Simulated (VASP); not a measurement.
Band structure of TePb$_{2}$Se (space group R-3m). Level of theory: PBEsol GGA, VASP's PBE PAW potentials (set 64) (plane waves; VASP).

Unless said otherwise, spin-orbit coupling is left out, though it shifts the bands of the heavy elements here.

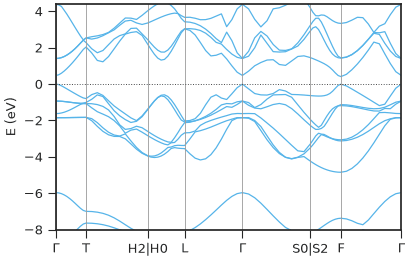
*Bands along high-symmetry lines, zero at the valence-band maximum or, without a gap, the Fermi level*

Task: Read the plot: is there a gap, and where are the band edges?

Result: The gap is indirect, 0.41 eV, from the valence maximum at Γ to the conduction minimum at F. (Edges off the drawn lines would not show.)

The structure comes from a computed database's TePb2Se entry (R-3m); how it stands against other phases isn't given here. It was relaxed first.
